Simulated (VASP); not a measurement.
# The low-index faces of Au, part 3 of 4

How do surface energy, work function and relaxation of Au depend on the face?

VASP 6.6.1; PBE; plane waves and PAW (Au).

So far. Step 4 (Relaxing the slab, 7 atoms, face Au(111)): The run ended after 6 ionic steps, 0.004 eV below its first step, once the forces on the free atoms met EDIFFG = -0.03. Step 5 (Potential and states of the slab, 7 atoms, face Au(111)): The vacuum level lies 5.23 eV above the Fermi level at the upper face; both faces agree, as the slab has next to no dipole.

### Step 6. Surface relaxation, 7 atoms, face Au(100)

INCAR

```
SYSTEM = Au
PREC = Normal
ENCUT = 320
EDIFF = 1E-05
NELM = 120
ISMEAR = 1
SIGMA = 0.15
LREAL = .FALSE.
ALGO = Fast
GGA = PE
NBANDS = 47
LASPH = .TRUE.
LORBIT = 11
LWAVE = .FALSE.
LCHARG = .FALSE.
KPAR = 4
IBRION = 2
NSW = 40
ISIF = 2
EDIFFG = -0.03
POTIM = 0.4
MAXMIX = 40
```

POSCAR

```
Au
1.0
    2.9390587337      0.0000000000      0.0000000000
    0.0000000000      2.9390587337      0.0000000000
    0.0000000000      0.0000000000     27.4693701654
Au
7
Direct
    0.0000000000      0.0000000000      0.2730313800
    0.5000000000      0.5000000000      0.3486875900
    0.0000000000      0.0000000000      0.4243437900
    0.5000000000      0.5000000000      0.5000000000
    0.0000000000      0.0000000000      0.5756562100
    0.5000000000      0.5000000000      0.6513124100
    0.0000000000      0.0000000000      0.7269686200
```

KPOINTS

```
Automatic mesh
0
Gamma
10 10 1
0 0 0
```

Potentials, in the order of the species: Au (PBE family, release 64).

The run is started by

```bash
mpirun -np 4 vasp_std
```

Log:

```text
[... set-up lines as in an earlier step ...]
 entering main loop
       N       E                     dE             d eps       ncg     rms          rms(c)
DAV:   1     0.402507367991E+03    0.40251E+03   -0.28297E+04  1990   0.987E+02
DAV:   2    -0.687352527278E+01   -0.40938E+03   -0.38291E+03  2304   0.249E+02
DAV:   3    -0.230189078244E+02   -0.16145E+02   -0.15675E+02  2220   0.473E+01
DAV:   4    -0.233643288546E+02   -0.34542E+00   -0.34502E+00  2317   0.712E+00
DAV:   5    -0.233726479830E+02   -0.83191E-02   -0.83179E-02  2247   0.107E+00    0.191E+01
RMM:   6    -0.217941269368E+02    0.15785E+01   -0.45189E+00  1974   0.105E+01    0.133E+01
RMM:   7    -0.223244462911E+02   -0.53032E+00   -0.18669E+00  1990   0.515E+00    0.598E+00
RMM:   8    -0.219784371852E+02    0.34601E+00   -0.14221E+00  1995   0.412E+00    0.416E+00
RMM:   9    -0.216411174266E+02    0.33732E+00   -0.16691E-01  1985   0.181E+00    0.739E-01
RMM:  10    -0.216256080708E+02    0.15509E-01   -0.24057E-02  1993   0.598E-01    0.238E-01
RMM:  11    -0.216255074166E+02    0.10065E-03   -0.19635E-03  2017   0.174E-01    0.152E-01
RMM:  12    -0.216254918260E+02    0.15591E-04   -0.99128E-04  1994   0.121E-01    0.341E-02
RMM:  13    -0.216254987926E+02   -0.69667E-05   -0.17454E-04  1974   0.530E-02    0.145E-02
RMM:  14    -0.216255158144E+02   -0.17022E-04   -0.44624E-05  1390   0.225E-02    0.736E-03
RMM:  15    -0.216255227789E+02   -0.69645E-05   -0.73636E-06  1164   0.106E-02
   1 F= -.21625523E+02 E0= -.21626412E+02  d E =-.216255E+02
 curvature:   0.00 expect dE= 0.000E+00 dE for cont linesearch  0.000E+00
 trial: gam= 0.00000 g(F)=  0.713E-03 g(S)=  0.000E+00 ort = 0.000E+00 (trialstep = 0.100E+01)
 search vector abs. value=  0.713E-03
 bond charge predicted
       N       E                     dE             d eps       ncg     rms          rms(c)
DAV:   1    -0.216259640012E+02   -0.44819E-03   -0.18004E-01  2156   0.159E+00    0.604E-02
RMM:   2    -0.216261333495E+02   -0.16935E-03   -0.15994E-03  1987   0.227E-01    0.346E-02
RMM:   3    -0.216261231952E+02    0.10154E-04   -0.23439E-04  1984   0.858E-02    0.253E-02
RMM:   4    -0.216261309696E+02   -0.77744E-05   -0.56965E-05  1706   0.385E-02
   2 F= -.21626131E+02 E0= -.21626983E+02  d E =-.608191E-03
[...]
3 F= -.21626287E+02 E0= -.21627128E+02  d E =-.763773E-03
 curvature:  -0.57 expect dE=-0.915E-04 dE for cont linesearch -0.827E-04
 ZBRENT: increasing intervall
 opt :   2.0110  next Energy=   -21.626488 (dE=-0.965E-03)
 bond charge predicted
       N       E                     dE             d eps       ncg     rms          rms(c)
DAV:   1    -0.216264547469E+02   -0.17354E-03   -0.82476E-02  2051   0.107E+00    0.391E-02
RMM:   2    -0.216265155676E+02   -0.60821E-04   -0.57854E-04  1980   0.148E-01    0.451E-03
RMM:   3    -0.216265275710E+02   -0.12003E-04   -0.11859E-04  1846   0.585E-02    0.314E-03
RMM:   4    -0.216265302650E+02   -0.26940E-05   -0.26992E-05  1195   0.248E-02
   4 F= -.21626530E+02 E0= -.21627346E+02  d E =-.100749E-02
 curvature:  -1.40 expect dE=-0.126E-03 dE for cont linesearch -0.776E-04
 trial: gam=-0.15301 g(F)=  0.900E-04 g(S)=  0.000E+00 ort = 0.199E-03 (trialstep = 0.120E+01)
 search vector abs. value=  0.458E-04
 reached required accuracy - stopping structural energy minimisation
```

Run time: 56 s. Hardware: 4 MPI ranks of Intel Xeon Platinum 8488C (Sapphire Rapids), shared host; peak memory 0.84 GiB; 3.7 min of CPU time.

Parts of OUTCAR (step 6):

```text
   k-points           NKPTS =     21   k-points in BZ     NKDIM =     21   number of bands    NBANDS=     47

   ENCUT  =  320.0 eV  23.52 Ry    4.85 a.u.   4.29  4.29 40.07*2*pi/ulx,y,z

   NELECT =      77.0000    total number of electrons

 E-fermi :   2.1327

 k-point     1 :       0.0000    0.0000    0.0000
  band No.  band energies     occupation
    ...
     37       0.2491      2.00000
     38       0.2661      2.00000
     39       0.4515      2.00000
     40       0.4515      2.00000
     41       0.7997      2.00000
     42       2.6622     -0.00001
     43       3.5509     -0.00000
     44       6.9354      0.00000
     45       7.3433      0.00000
     46       8.0485      0.00000
    ...

  Total       -3.3878331     -3.3878331     -1.0353369      0.0000000      0.0000000      0.0000000
  in kB      -22.8753293    -22.8753293     -6.9908028      0.0000000      0.0000000      0.0000000
  external PRESSURE =     -17.5804871 kB  Pullay stress =       0.0000000 kB

 POSITION                                       TOTAL-FORCE (eV/Angst)
 -----------------------------------------------------------------------------------
      0.00000      0.00000      7.50547        -0.000000     -0.000000      0.027601
      1.46953      1.46953      9.57329        -0.000000     -0.000000     -0.005551
      0.00000      0.00000     11.65534         0.000000      0.000000     -0.019324
      1.46953      1.46953     13.73469         0.000000     -0.000000     -0.000000
      0.00000      0.00000     15.81403         0.000000      0.000000      0.019324
      1.46953      1.46953     17.89608         0.000000      0.000000      0.005551
      0.00000      0.00000     19.96390         0.000000      0.000000     -0.027601
 -----------------------------------------------------------------------------------
    total drift:                                0.000000     -0.000000      0.000000

  FREE ENERGIE OF THE ION-ELECTRON SYSTEM (eV)
  ---------------------------------------------------
  free  energy   TOTEN  =       -21.6265302650 eV

  energy  without entropy=      -21.6289784771  energy(sigma->0) =      -21.62734634

[... 1 part as in an earlier step ...]

[... 15 further parts left out ...]
```

The run keeps the 16 symmetry operations of its start, so it cannot find a distortion of lower symmetry.

Relaxation path:

```tsv
step	energy less that of the first step (eV)	largest force (eV/Å)
1	0.0000	0.0705
2	-0.0006	0.0380
3	-0.0008	0.0372
4	-0.0010	0.0276
```

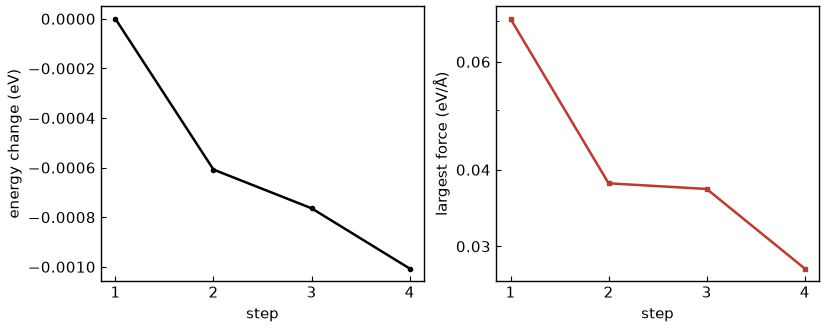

Energy and largest force along the relaxation.

Final coordinates:

```cif
data_structure
_symmetry_space_group_name_H-M 'P 1'
_symmetry_Int_Tables_number 1
_cell_length_a 2.9391
_cell_length_b 2.9391
_cell_length_c 27.4694
_cell_angle_alpha 90.000
_cell_angle_beta 90.000
_cell_angle_gamma 90.000
_cell_volume 237.28
loop_
_atom_site_label
_atom_site_type_symbol
_atom_site_fract_x
_atom_site_fract_y
_atom_site_fract_z
_atom_site_occupancy
Au1 Au 0.00000 0.00000 0.27323 1
Au2 Au 0.50000 0.50000 0.34851 1
Au3 Au 0.00000 0.00000 0.42430 1
Au4 Au 0.50000 0.50000 0.50000 1
Au5 Au 0.00000 0.00000 0.57570 1
Au6 Au 0.50000 0.50000 0.65149 1
Au7 Au 0.00000 0.00000 0.72677 1
```

This step gave:

* electronic cycles: 26
* free energy (TOTEN): -21.63 eV
* energy at zero smearing: -21.63 eV
* Fermi energy: 2.133 eV

The run ended after 4 ionic steps, 0.001 eV below its first step, once the forces on the free atoms met EDIFFG = -0.03.

### Step 7. Potential and states of the slab, 7 atoms, face Au(100)

INCAR

```
SYSTEM = Au
PREC = Normal
ENCUT = 320
EDIFF = 1E-06
NELM = 120
ISMEAR = 1
SIGMA = 0.15
LREAL = .FALSE.
ALGO = Fast
GGA = PE
NBANDS = 47
LASPH = .TRUE.
LORBIT = 11
LWAVE = .FALSE.
LCHARG = .TRUE.
KPAR = 4
IDIPOL = 3
LDIPOL = .TRUE.
DIPOL = 0.5 0.5 0.5
LVHAR = .TRUE.
LVACPOTAV = .TRUE.
NEDOS = 1500
```

POSCAR

```
Au
1.0
    2.9390587337      0.0000000000      0.0000000000
    0.0000000000      2.9390587337      0.0000000000
    0.0000000000      0.0000000000     27.4693701654
Au
7
Direct
    0.0000000000      0.0000000000      0.2732306164
    0.5000000000      0.5000000000      0.3485077698
    0.0000000000      0.0000000000      0.4243029983
    0.5000000000      0.5000000000      0.5000000000
    0.0000000000      0.0000000000      0.5756970017
    0.5000000000      0.5000000000      0.6514922302
    0.0000000000      0.0000000000      0.7267693836
```

KPOINTS is that of step 6.

The run is started by

```bash
mpirun -np 4 vasp_std
```

Log:

```text
[... set-up lines as in an earlier step ...]
 entering main loop
       N       E                     dE             d eps       ncg     rms          rms(c)
DAV:   1     0.400903390930E+03    0.40090E+03   -0.28318E+04  1998   0.987E+02
DAV:   2    -0.714423824167E+01   -0.40805E+03   -0.38249E+03  2312   0.249E+02
DAV:   3    -0.230311948543E+02   -0.15887E+02   -0.15426E+02  2221   0.470E+01
DAV:   4    -0.233655206600E+02   -0.33433E+00   -0.33381E+00  2340   0.702E+00
DAV:   5    -0.233734547431E+02   -0.79341E-02   -0.79330E-02  2232   0.106E+00    0.191E+01
RMM:   6    -0.217924909912E+02    0.15810E+01   -0.45118E+00  2078   0.105E+01    0.133E+01
RMM:   7    -0.223117194095E+02   -0.51923E+00   -0.18455E+00  2184   0.515E+00    0.595E+00
RMM:   8    -0.219831878474E+02    0.32853E+00   -0.14391E+00  2268   0.412E+00    0.415E+00
RMM:   9    -0.216424443016E+02    0.34074E+00   -0.16916E-01  2108   0.181E+00    0.743E-01
RMM:  10    -0.216265187377E+02    0.15926E-01   -0.25424E-02  2152   0.607E-01    0.234E-01
RMM:  11    -0.216264916531E+02    0.27085E-04   -0.21527E-03  2199   0.178E-01    0.150E-01
RMM:  12    -0.216264835719E+02    0.80812E-05   -0.95957E-04  2223   0.118E-01    0.337E-02
RMM:  13    -0.216264958391E+02   -0.12267E-04   -0.17409E-04  2245   0.521E-02    0.132E-02
RMM:  14    -0.216265109435E+02   -0.15104E-04   -0.48321E-05  2289   0.231E-02    0.815E-03
RMM:  15    -0.216265208726E+02   -0.99291E-05   -0.83284E-06  1932   0.110E-02    0.335E-03
RMM:  16    -0.216265248819E+02   -0.40093E-05   -0.27669E-06  1482   0.576E-03    0.185E-03
RMM:  17    -0.216265280388E+02   -0.31569E-05   -0.79121E-07  1331   0.308E-03    0.694E-04
RMM:  18    -0.216265296229E+02   -0.15841E-05   -0.27070E-07  1117   0.191E-03    0.962E-04
RMM:  19    -0.216265304625E+02   -0.83958E-06   -0.15098E-07   794   0.133E-03
 [... a notice as in an earlier step ...]

   1 F= -.21626530E+02 E0= -.21627345E+02  d E =0.244404E-02
```

Elapsed: 34 s, on 4 MPI ranks; peak memory 0.81 GiB.

From OUTCAR (step 7):

```text
   NELECT =      77.0000    total number of electrons

 E-fermi :   2.1326

 k-point     1 :       0.0000    0.0000    0.0000
  band No.  band energies     occupation
    ...
     37       0.2489      2.00000
     38       0.2659      2.00000
     39       0.4514      2.00000
     40       0.4514      2.00000
     41       0.7997      2.00000
     42       2.6621     -0.00001
     43       3.5507     -0.00000
     44       6.9290      0.00000
     45       7.3353      0.00000
     46       8.0493      0.00000
    ...

  Total       -3.3903208     -3.3903208     -1.0355515      0.0000000     -0.0000000      0.0000000
  in kB      -22.8921272    -22.8921272     -6.9922516      0.0000000     -0.0000000      0.0000000
  external PRESSURE =     -17.5921687 kB  Pullay stress =       0.0000000 kB

 POSITION                                       TOTAL-FORCE (eV/Angst)
 -----------------------------------------------------------------------------------
      0.00000      0.00000      7.50547         0.000000      0.000000      0.035563
      1.46953      1.46953      9.57329        -0.000000      0.000000     -0.013970
      0.00000      0.00000     11.65534        -0.000000     -0.000000     -0.021151
      1.46953      1.46953     13.73469         0.000000      0.000000      0.000000
      0.00000      0.00000     15.81403         0.000000      0.000000      0.021151
      1.46953      1.46953     17.89608         0.000000     -0.000000      0.013970
      0.00000      0.00000     19.96390        -0.000000      0.000000     -0.035563
 -----------------------------------------------------------------------------------
    total drift:                                0.000000     -0.000000      0.000000

  FREE ENERGIE OF THE ION-ELECTRON SYSTEM (eV)
  ---------------------------------------------------
  free  energy   TOTEN  =       -21.6265304625 eV

  energy  without entropy=      -21.6289744998  energy(sigma->0) =      -21.62734514

 vacuum level on the upper side and lower side of the slab         7.231         7.231

[... 8 parts as in an earlier step ...]

[... 10 further parts left out ...]
```

This step gave:

- electronic cycles: 19
- vacuum levels: 7.231, 7.231 eV
- work functions of the upper and lower face: 5.098, 5.098 eV

The planar average of the electrostatic potential oscillates, so the rows of the table below give means over windows of 2.06 Å about each position, cut where the curve ends. Its maxima inside the range that stand out by 2 % of the span (Å: eV): 8.6: -0.801, 10.6: -0.708, 12.7: -0.715, 14.8: -0.715, 16.8: -0.708, 18.9: -0.801. Its minima: 7.6: -15.0, 9.6: -15.4, 11.7: -15.4, 13.7: -15.4, 15.8: -15.4, 17.9: -15.4, 19.9: -15.0.

Zero at the Fermi level. Table of planar average of the electrostatic potential by height; means over each step:

```tsv
height (Å)	planar average of the electrostatic potential (eV)
1.03	5.11
3.09	5.11
5.15	4.88
7.21	-7.32
9.27	-8.64
11.33	-8.62
13.39	-8.64
15.45	-8.62
17.51	-8.61
19.57	-8.34
21.63	3.35
23.69	5.10
25.75	5.11
```

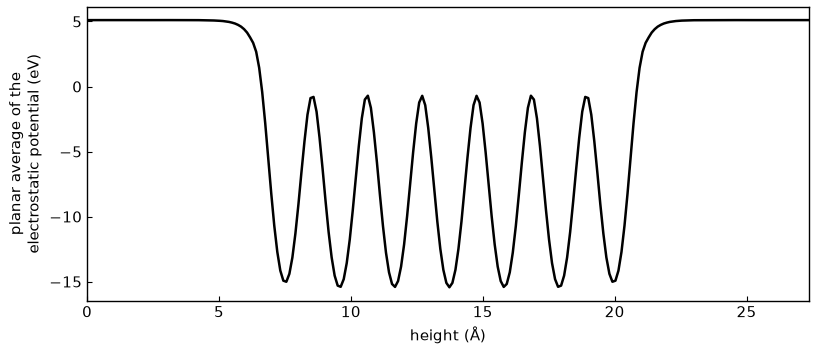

Planar average of the electrostatic potential against height.

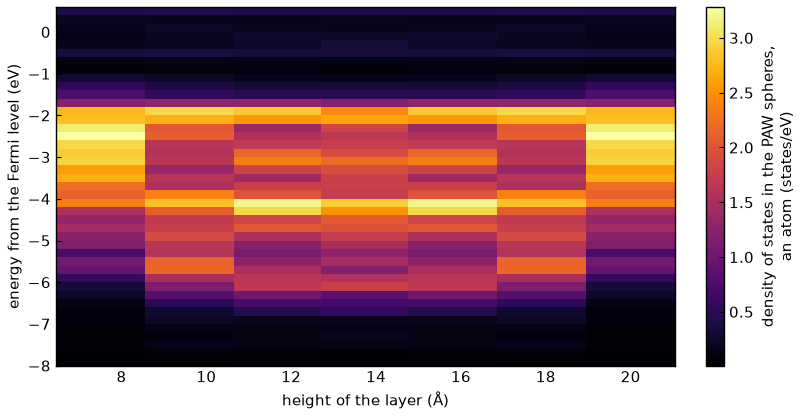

Density of states in the PAW spheres, an atom over height of the layer and energy from the Fermi level.

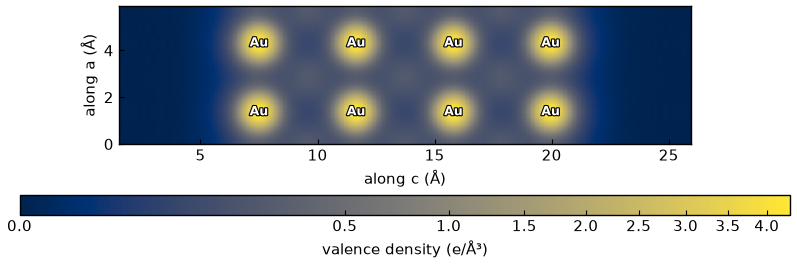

Valence density in the ca plane at fractional y = 0.000, with atoms of Au within 0.2 Å of it. It is the smooth field of the valence electrons, not physical close to the nuclei. The map starts off the cell's origin, so that atoms lie inside it. The colour scale is stretched toward low values. The far vacuum is left out of the map.

The map of layer states is cut here 0.5 eV above the Fermi level, so it leaves out the states above that.

The vacuum level lies 5.10 eV above the Fermi level at the upper face; both faces agree, as the slab has next to no dipole.

The program found no field-free point at its default tolerance, but its printed level agrees with the flat part of the planar average.

On this mesh the fine structure of the density of states is sampling noise, and high empty states may be cut by the number of bands.

### Step 8. Surface relaxation, 9 atoms, face Au(110)

System of this step: Au(110). The cell holds 9 atoms: 9 Au. Cell: a = 4.156 Å, b = 2.939 Å, c = 26.756 Å, α = 90.0°, β = 90.0°, γ = 90.0°. It derives from Au. 9 layers of fcc Au, cut at this functional's lattice. Vacuum lies along c.

INCAR

```
SYSTEM = Au
PREC = Normal
ENCUT = 320
EDIFF = 1E-05
NELM = 120
ISMEAR = 1
SIGMA = 0.15
LREAL = .FALSE.
ALGO = Fast
GGA = PE
NBANDS = 61
LASPH = .TRUE.
LORBIT = 11
LWAVE = .FALSE.
LCHARG = .FALSE.
KPAR = 4
IBRION = 2
NSW = 40
ISIF = 2
EDIFFG = -0.03
POTIM = 0.4
MAXMIX = 40
```

POSCAR

```
Au
1.0
    4.1564567218      0.0000000000      0.0000000000
    0.0000000000      2.9390587337      0.0000000000
    0.0000000000      0.0000000000     26.7562349348
Au
9
Direct
    0.0000000000      0.0000000000      0.2803085000
    0.5000000000      0.5000000000      0.3352313700
    0.0000000000      0.0000000000      0.3901542500
    0.5000000000      0.5000000000      0.4450771200
    0.0000000000      0.0000000000      0.5000000000
    0.5000000000      0.5000000000      0.5549228800
    0.0000000000      0.0000000000      0.6098457500
    0.5000000000      0.5000000000      0.6647686300
    0.0000000000      0.0000000000      0.7196915000
```

KPOINTS

```
Automatic mesh
0
Gamma
7 10 1
0 0 0
```

The run is started by

```bash
mpirun -np 4 vasp_std
```

Log:

```text
[banner, memory and clock lines left out]
running    4 mpi-ranks, on    1 nodes
[...]
LDA part: xc-table for (Slater+PW92), standard interpolation
 POSCAR, INCAR and KPOINTS ok, starting setup
[...]
entering main loop
       N       E                     dE             d eps       ncg     rms          rms(c)
DAV:   1     0.516841897539E+03    0.51684E+03   -0.35850E+04  2984   0.971E+02
DAV:   2    -0.591618810368E+01   -0.52276E+03   -0.48775E+03  3462   0.245E+02
DAV:   3    -0.292346609140E+02   -0.23318E+02   -0.22630E+02  3265   0.486E+01
DAV:   4    -0.297331754346E+02   -0.49851E+00   -0.49691E+00  3386   0.731E+00
[...]
RMM:  12    -0.275163220527E+02    0.49948E-04   -0.65867E-04  2952   0.916E-02    0.412E-02
RMM:  13    -0.275163268138E+02   -0.47611E-05   -0.12058E-04  2824   0.356E-02    0.116E-02
RMM:  14    -0.275163251118E+02    0.17020E-05   -0.22637E-05  1883   0.151E-02
   1 F= -.27516325E+02 E0= -.27515908E+02  d E =-.275163E+02
[... from here on, the cycles between the ionic steps are left out ...]
   2 F= -.27543535E+02 E0= -.27542936E+02  d E =-.272103E-01
   3 F= -.27595261E+02 E0= -.27594536E+02  d E =-.789356E-01
   4 F= -.27560857E+02 E0= -.27561417E+02  d E =-.445318E-01
   5 F= -.27604575E+02 E0= -.27604089E+02  d E =-.882498E-01
   6 F= -.27604646E+02 E0= -.27604195E+02  d E =-.883212E-01
   7 F= -.27609573E+02 E0= -.27609348E+02  d E =-.492671E-02
   8 F= -.27610693E+02 E0= -.27610628E+02  d E =-.604689E-02
[...]
reached required accuracy - stopping structural energy minimisation
```

The job ended after 4.8 min (4 MPI ranks; peak memory 1.1 GiB; 19 min of CPU time).

OUTCAR, selected parts (step 8):

```text
  Total       -2.2903319     -3.6863109     -1.4134347      0.0000000      0.0000000      0.0000000
  in kB      -11.2267095    -18.0694950     -6.9283496      0.0000000      0.0000000      0.0000000
  external PRESSURE =     -12.0748514 kB  Pullay stress =       0.0000000 kB

 POSITION                                       TOTAL-FORCE (eV/Angst)
 -----------------------------------------------------------------------------------
      4.15646      0.00000      7.59971         0.000000     -0.000000      0.020971
      2.07823      1.46953      8.85863        -0.000000      0.000000      0.018507
      0.00000      0.00000     10.47392        -0.000000      0.000000     -0.004296
      2.07823      1.46953     11.89272        -0.000000      0.000000      0.008155
      0.00000      0.00000     13.37812        -0.000000      0.000000      0.000000
      2.07823      1.46953     14.86352        -0.000000      0.000000     -0.008155
      0.00000      0.00000     16.28232        -0.000000     -0.000000      0.004296
      2.07823      1.46953     17.89760        -0.000000      0.000000     -0.018507
      0.00000      0.00000     19.15652         0.000000      0.000000     -0.020971
 -----------------------------------------------------------------------------------
    total drift:                                0.000000      0.000000      0.000000

  FREE ENERGIE OF THE ION-ELECTRON SYSTEM (eV)
  ---------------------------------------------------
  free  energy   TOTEN  =       -27.6106932184 eV

  energy  without entropy=      -27.6104978974  energy(sigma->0) =      -27.61062811

[... 1 part as in an earlier step ...]

[... 3 further parts left out ...]
[key lines of the parts left out:]
E-fermi :   1.7105
```

The run keeps the 8 symmetry operations of its start, so it cannot find a distortion of lower symmetry.

Relaxation path:

```tsv
step	energy less that of the first step (eV)	largest force (eV/Å)
1	0.0000	0.4594
2	-0.0272	0.3713
3	-0.0789	0.1307
4	-0.0445	0.3731
5	-0.0883	0.1526
6	-0.0883	0.1568
7	-0.0932	0.0656
8	-0.0944	0.0210
```

The atoms that moved most (Å):

```tsv
atom	dx	dy	dz	length
Au8	0.000	0.000	0.111	0.111
Au2	0.000	0.000	-0.111	0.111
Au9	0.000	0.000	-0.100	0.100
Au1	0.000	0.000	0.100	0.100
Au7	0.000	0.000	-0.035	0.035
Au3	0.000	0.000	0.035	0.035
Au6	0.000	0.000	0.016	0.016
Au4	0.000	0.000	-0.016	0.016
```

Final coordinates:

```cif
data_structure
_symmetry_space_group_name_H-M 'P 1'
_symmetry_Int_Tables_number 1
_cell_length_a 4.1565
_cell_length_b 2.9391
_cell_length_c 26.7562
_cell_angle_alpha 90.000
_cell_angle_beta 90.000
_cell_angle_gamma 90.000
_cell_volume 326.86
loop_
_atom_site_label
_atom_site_type_symbol
_atom_site_fract_x
_atom_site_fract_y
_atom_site_fract_z
_atom_site_occupancy
Au1 Au 0.00000 0.00000 0.28404 1
Au2 Au 0.50000 0.50000 0.33109 1
Au3 Au 0.00000 0.00000 0.39146 1
Au4 Au 0.50000 0.50000 0.44448 1
Au5 Au 0.00000 0.00000 0.50000 1
Au6 Au 0.50000 0.50000 0.55552 1
Au7 Au 0.00000 0.00000 0.60854 1
Au8 Au 0.50000 0.50000 0.66891 1
Au9 Au 0.00000 0.00000 0.71596 1
```

The run ended after 8 ionic steps, 0.094 eV below its first step, once the forces on the free atoms met EDIFFG = -0.03.

(Part 3 of 4 ends here.)

[Lines on the potential files, build, host, timing and source positions are cut from VASP's logs without a mark.]

[Logs are printed without paths, hosts, clocks, repeated set-up lines and the standing remarks that a program may print on its own settings, such as how far it seeks lower states.]

[Hosts, paths, dates, database ids (printed as entryN), source tags and the programs' standing remarks are cut or masked in the printed files.]

[Runs that stopped without an error message from VASP are left out.]
